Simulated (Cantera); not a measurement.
Charge: 1 mol Si, 17 mol CO, 28 mol H2, held at 0.0100 bar.

Equilibrium computed with Cantera from the NASA thermochemical tables; the gas is ideal and each condensed phase is pure. Candidate condensed phases: C, C6H6, C7H8, C8H18, H2O, Si, SiC, SiO2; 123 gas species. Mutual solubility and eutectic melting of coexisting phases are not modelled. The tables hold silica as quartz up to 1696 K and as liquid above; real silica turns to tridymite and cristobalite and melts near 1996 K. Equilibrium is a limit: real reactors are often held back by kinetics, nucleation or transport.

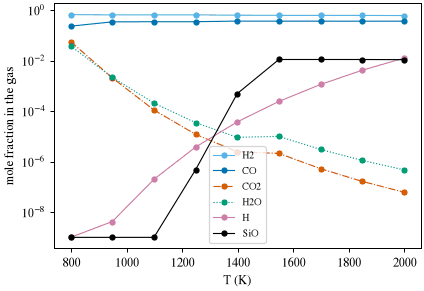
Equilibrium gas composition (values under 1e-9 drawn at 1e-9)

At 798 K the condensed part is C(graphite) + SiO2(α-quartz). From 948 K to 1248 K the condensed part is C(graphite) + SiO2(β-quartz). At 1398 K the condensed part is SiC(s) + SiO2(β-quartz). From 1548 K to 1998 K the condensed part is SiC(s).
